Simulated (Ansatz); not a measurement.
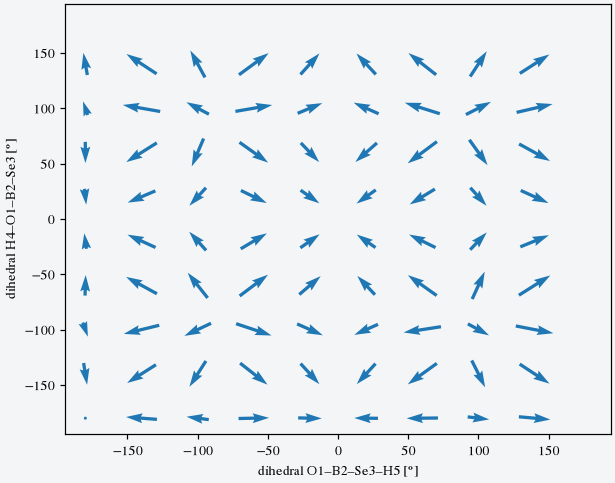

BH2OSe, SMILES O[B][SeH], spin multiplicity 2. Coordinates scanned: (1) dihedral O1–B2–Se3–H5; (2) dihedral H4–O1–B2–Se3. Nothing is relaxed (all other coordinates rigid). Grid: 9 × 9 points; 41 points were computed and 40 follow by symmetry. Points are written as (first, second). Computed with Ansatz, UKS r2SCAN-D4/def2-TZVP.

In the figure: arrows along the force (downhill), their lengths compressed.

Q: The arrows alone are given. Where are the wells?

A: The arrows converge at (−180°, −180°); about (−180°, 0°) (0.06 eV up); about (0°, −180°) (0.06 eV up); about (0°, 0°) (0.14 eV up) (read from the interpolated surface).

The energy map of the same scan:

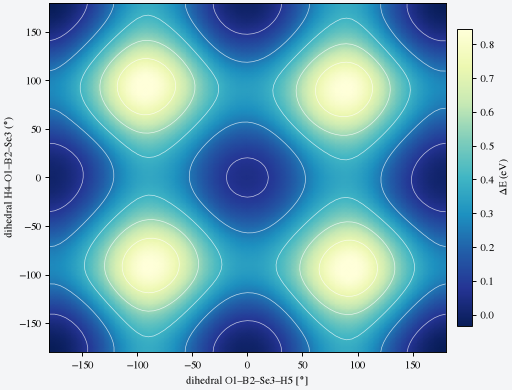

Energies are in eV, from the relaxed molecule at the same level; between grid points the surface is interpolated.
